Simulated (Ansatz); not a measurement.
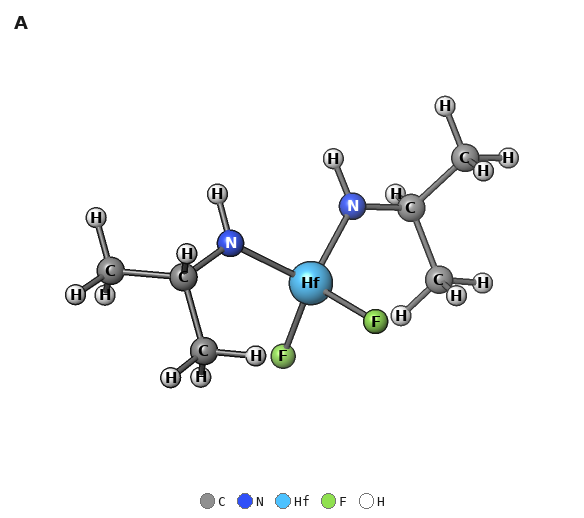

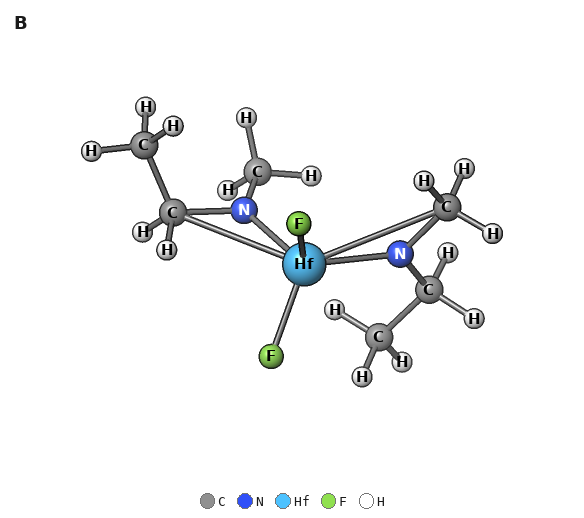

2 stationary structures of one formula. The species is neutral and a spin singlet. Geometries: PBE0-D4/def2-TZVP. Electronic energies: CCSD(T)/CBS (MP2 limit from def2-TZVPP and def2-QZVPP plus CCSD(T) − MP2) (Ansatz 0.2.0), without zero-point energy. No frequency run is at hand to confirm each as a minimum. Each is one conformer, not always the lowest.

Which structure is the most stable?

Answer. A is lowest; B lies 0.793 eV above it.
